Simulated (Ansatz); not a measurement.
Run report: BN$_{2}$H$_{7}$, geometry relaxation (part 2 of 2)

The same run, continued: BN$_{2}$H$_{7}$; RKS B3LYP-D4/6-31G* (Ansatz 0.2.0). It belongs to a series of runs on one base structure; here: end point B relaxed.

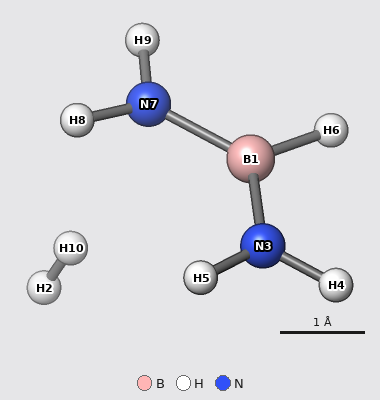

**Figure 1.** The geometry at step 13 of the log (ball-and-stick view, seen at a tilt; atoms are numbered from 1 in the order of the input).

**Trajectory as extended XYZ, continued**
```
10
Properties=species:S:1:pos:R:3:forces:R:3 step=8 energy=-3772.07636
B     0.1466    0.7309   -0.5777   -0.0096   0.0085  -0.0284
H    -0.0662   -0.4963    2.8191   -0.0064   0.0419  -0.0077
N     1.3886    0.1153   -0.8614    0.0126  -0.0270  -0.0082
H     1.4477   -0.7697   -1.3407   -0.0039   0.0234   0.0106
H     2.2863    0.4704   -0.5625   -0.0080  -0.0012  -0.0024
H    -0.8590    0.1985   -0.9590    0.0138   0.0079   0.0021
N     0.0354    1.9484    0.1408   -0.0051  -0.0049   0.0030
H     0.8209    2.4959    0.4639    0.0017  -0.0070   0.0055
H    -0.8528    2.4030    0.2829   -0.0015  -0.0099   0.0099
H    -0.0944    0.0664    2.3318    0.0065  -0.0316   0.0156
10
Properties=species:S:1:pos:R:3:forces:R:3 step=9 energy=-3772.08003
B     0.1518    0.7249   -0.6032   -0.0109   0.0098   0.0111
H    -0.0870   -0.4259    2.8870   -0.0051   0.0314  -0.0074
N     1.3959    0.1174   -0.8946    0.0068  -0.0036  -0.0083
H     1.4600   -0.7501   -1.4033   -0.0047   0.0094  -0.0040
H     2.2907    0.4625   -0.5760   -0.0030  -0.0017   0.0029
H    -0.8507    0.2083   -1.0132    0.0137   0.0075   0.0006
N     0.0344    1.9135    0.1628    0.0006  -0.0077  -0.0183
H     0.8175    2.4514    0.5077   -0.0024  -0.0147   0.0071
H    -0.8549    2.3635    0.3130   -0.0004  -0.0094   0.0039
H    -0.1045    0.0971    2.3570    0.0053  -0.0209   0.0124
10
Properties=species:S:1:pos:R:3:forces:R:3 step=10 energy=-3772.08404
B     0.1582    0.7140   -0.6357   -0.0233   0.0670   0.0450
H    -0.1129   -0.3111    2.9732   -0.0017   0.0381  -0.0337
N     1.4057    0.1204   -0.9408    0.0291  -0.0357  -0.0189
H     1.4760   -0.7190   -1.4973    0.0010   0.0773   0.0444
H     2.2953    0.4456   -0.5859   -0.0358  -0.0289  -0.0236
H    -0.8388    0.2230   -1.0914    0.0311   0.0257   0.0187
N     0.0312    1.8616    0.1938    0.0451  -0.0483  -0.0474
H     0.8098    2.3785    0.5826   -0.0474  -0.0538  -0.0256
H    -0.8599    2.3043    0.3554    0.0009  -0.0125   0.0020
H    -0.1115    0.1453    2.3833    0.0010  -0.0289   0.0392
10
Properties=species:S:1:pos:R:3:forces:R:3 step=11 energy=-3772.08559
B     0.1663    0.7043   -0.6766   -0.0464   0.1312   0.1232
H    -0.1479   -0.1839    3.0765    0.0110   0.1031  -0.1686
N     1.4173    0.1250   -0.9948    0.0308  -0.0463  -0.0315
H     1.4959   -0.6771   -1.6049    0.0057   0.1234   0.0888
H     2.3000    0.4259   -0.6017   -0.0477  -0.0480  -0.0465
H    -0.8239    0.2454   -1.1818    0.0563   0.0531   0.0431
N     0.0282    1.8000    0.2253    0.0649  -0.1260  -0.1216
H     0.7999    2.2891    0.6624   -0.0577  -0.0761  -0.0542
H    -0.8645    2.2342    0.4006   -0.0029  -0.0185  -0.0059
H    -0.1183    0.1999    2.4324   -0.0140  -0.0959   0.1733
10
Properties=species:S:1:pos:R:3:forces:R:3 step=12 energy=-3772.08758
B     0.1686    0.7024   -0.6848   -0.0201   0.1122   0.1273
H    -0.1472   -0.1544    3.0853   -0.0029  -0.0738   0.1334
N     1.4203    0.1266   -1.0060   -0.0258   0.0274   0.0134
H     1.5006   -0.6629   -1.6271    0.0104   0.0094   0.0016
H     2.3007    0.4179   -0.6048    0.0092  -0.0166  -0.0140
H    -0.8195    0.2544   -1.1985    0.0200   0.0251   0.0109
N     0.0274    1.7827    0.2324    0.0026  -0.1205  -0.1280
H     0.7966    2.2614    0.6807    0.0069  -0.0253  -0.0117
H    -0.8661    2.2132    0.4128   -0.0007  -0.0153  -0.0059
H    -0.1282    0.2215    2.4473    0.0005   0.0774  -0.1269
10
Properties=species:S:1:pos:R:3:forces:R:3 step=13 energy=-3772.08888
B     0.1731    0.7042   -0.6903   -0.0005  -0.1002  -0.0928
H    -0.1498   -0.1302    3.1205   -0.0041   0.0081  -0.0010
N     1.4241    0.1317   -1.0194    0.0369  -0.0180  -0.0064
H     1.5007   -0.6450   -1.6571   -0.0067   0.0070   0.0007
H     2.3101    0.4098   -0.6210   -0.0096   0.0136   0.0085
H    -0.8088    0.2618   -1.2181   -0.0164   0.0136   0.0085
N     0.0268    1.7682    0.2316    0.0114   0.0527   0.0508
H     0.7967    2.2307    0.6946   -0.0069   0.0152   0.0151
H    -0.8686    2.1893    0.4211   -0.0079   0.0132   0.0127
H    -0.1513    0.2422    2.4754    0.0037  -0.0051   0.0038
10
Properties=species:S:1:pos:R:3:forces:R:3 step=14 energy=-3772.08984
B     0.1761    0.6978   -0.7035    0.0025   0.0004  -0.0251
H    -0.1729   -0.0869    3.1586    0.0004   0.0190  -0.0283
N     1.4293    0.1340   -1.0400    0.0015  -0.0129  -0.0039
H     1.5102   -0.6287   -1.6938    0.0002   0.0080   0.0031
H     2.3123    0.4086   -0.6327   -0.0047   0.0043   0.0035
H    -0.8069    0.2706   -1.2419   -0.0015  -0.0003   0.0094
N     0.0285    1.7459    0.2407    0.0070  -0.0025   0.0051
H     0.7964    2.2007    0.7150   -0.0060   0.0007   0.0030
H    -0.8673    2.1635    0.4376    0.0028  -0.0004   0.0027
H    -0.1526    0.2571    2.4972   -0.0023  -0.0163   0.0304
10
Properties=species:S:1:pos:R:3:forces:R:3 step=15 energy=-3772.09001
B     0.1843    0.6931   -0.7309   -0.0040   0.0240   0.0974
H    -0.2052   -0.0061    3.2299    0.0028   0.0508  -0.1170
N     1.4394    0.1414   -1.0809   -0.0132  -0.0183  -0.0346
H     1.5252   -0.5950   -1.7648    0.0023   0.0353   0.0318
H     2.3192    0.4038   -0.6586   -0.0057  -0.0016  -0.0094
H    -0.7997    0.2805   -1.2790    0.0103   0.0149  -0.0148
N     0.0336    1.7047    0.2555    0.0128  -0.0287  -0.0372
H     0.7986    2.1404    0.7529   -0.0160  -0.0150  -0.0220
H    -0.8638    2.1109    0.4707    0.0147  -0.0120  -0.0112
H    -0.1786    0.2890    2.5425   -0.0041  -0.0494   0.1169
10
Properties=species:S:1:pos:R:3:forces:R:3 step=16 energy=-3772.09035
B     0.1852    0.6850   -0.7265    0.0077   0.0799  -0.0042
H    -0.2166    0.0131    3.2401    0.0008   0.0186  -0.0496
N     1.4410    0.1424   -1.0878   -0.0109  -0.0273  -0.0093
H     1.5271   -0.5865   -1.7791    0.0016   0.0225   0.0217
H     2.3220    0.4068   -0.6696   -0.0030  -0.0044  -0.0020
H    -0.7972    0.2843   -1.2857    0.0014  -0.0178   0.0182
N     0.0358    1.6941    0.2614    0.0064  -0.0314  -0.0081
H     0.8015    2.1307    0.7565   -0.0088  -0.0140  -0.0106
H    -0.8614    2.0992    0.4789    0.0070  -0.0085  -0.0076
H    -0.1843    0.2937    2.5492   -0.0022  -0.0177   0.0515
10
Properties=species:S:1:pos:R:3:forces:R:3 step=17 energy=-3772.09062
B     0.1857    0.6886   -0.7281    0.0013   0.0025  -0.0097
H    -0.2189    0.0072    3.2388   -0.0004   0.0015  -0.0028
N     1.4407    0.1434   -1.0876   -0.0010  -0.0077  -0.0044
H     1.5258   -0.5871   -1.7766    0.0006   0.0031   0.0022
H     2.3223    0.4065   -0.6699   -0.0007   0.0023   0.0007
H    -0.7971    0.2814   -1.2819    0.0002  -0.0020   0.0030
N     0.0361    1.6959    0.2593    0.0020   0.0021   0.0104
H     0.8020    2.1316    0.7542   -0.0001  -0.0001  -0.0015
H    -0.8611    2.1005    0.4766   -0.0007  -0.0009  -0.0015
H    -0.1824    0.2946    2.5524   -0.0013  -0.0008   0.0036
```

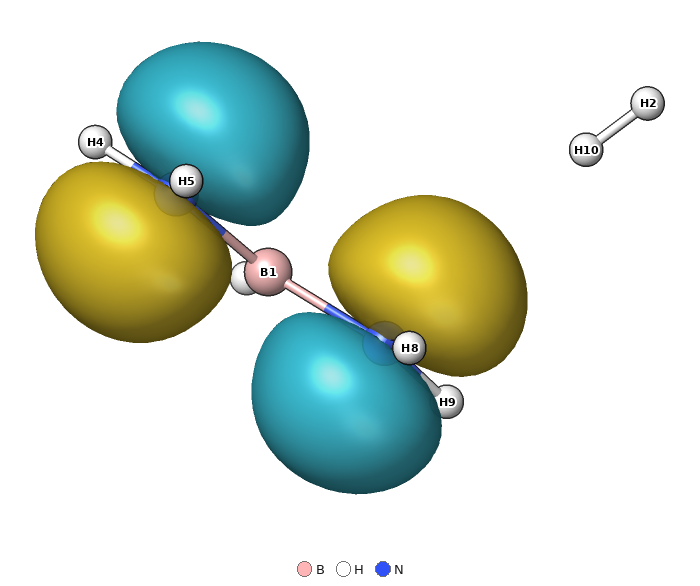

**Figure 2.** The HOMO at ±0.1 Å⁻³ᐟ² (yellow and cyan are the two phases), seen at a tilt. Its energy is −6.21 eV.

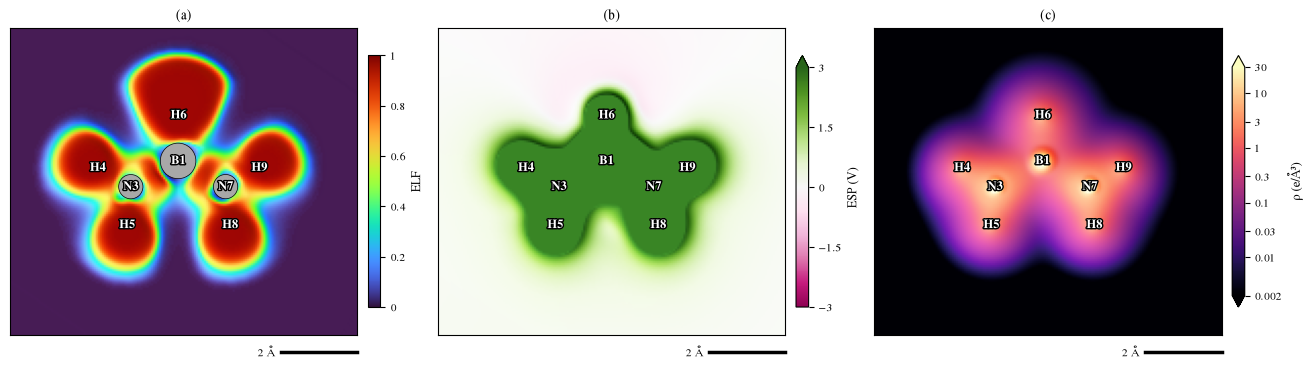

**Figure 3.** (a) electron localisation function; (b) electrostatic potential; (c) total electron density on the plane of atoms B1, N3 and H4. Grey discs, where drawn, cover atomic cores. The section cuts through B, N and H sites. B–N (1.41 Å): ρ at the midpoint is about 1.9 e/Å³; the ELF peaks at about 0.95 between the atoms, which marks a shared but strongly polarised pair. N–H (1.01 Å): ρ is about 2.8 e/Å³ halfway, with its minimum of 2.2 e/Å³ about 0.7 Å from N; the ELF climbs to about 1 towards the hydrogen, as it does in any bond to H; a covalent bond by its length.

This output came from the following input.

**Input**
```yaml
crystal:
  periodic: [false, false, false]
  atoms:
    - { symbol: B, position_ang: [0.121798, 0.625916, -0.358945] }
    - { symbol: H, position_ang: [0.084489, -0.351169, 1.838493] }
    - { symbol: "N", position_ang: [1.359805, 0.03351, -0.677137] }
    - { symbol: H, position_ang: [1.421137, -0.884993, -1.088016] }
    - { symbol: H, position_ang: [2.259216, 0.43266, -0.448879] }
    - { symbol: H, position_ang: [-0.893666, 0.056978, -0.635417] }
    - { symbol: "N", position_ang: [0.016166, 1.95259, 0.294293] }
    - { symbol: H, position_ang: [0.80458, 2.542736, 0.516356] }
    - { symbol: H, position_ang: [-0.874662, 2.411854, 0.401713] }
    - { symbol: H, position_ang: [-0.045762, 0.342618, 1.894839] }
basis:
  gaussian: { orbitals: "6-31G*" }
hamiltonian:
  xc: b3lyp
  dispersion: d4
relax:
  f_tol: 0.03
  max_steps: 50
output:
  orbitals: {}
```

Launched with:
```bash
ansatz run input.yaml --threads 1 --pin off --max-ram 2048MiB --backend cpu --events-out ev --progress --plain --runs-dir out
```

**Key numbers**

- outcome: converged
- total energy: −3772.0908 eV
- mean-field energy: −3771.9229 eV
- largest force (length of the vector) at the end: 0.011 eV/Å
- hardware: 1 thread of Arm Neoverse V1, 24 GiB of memory available, shared host
- wall time: 32 s
- peak memory: 0.11 GiB
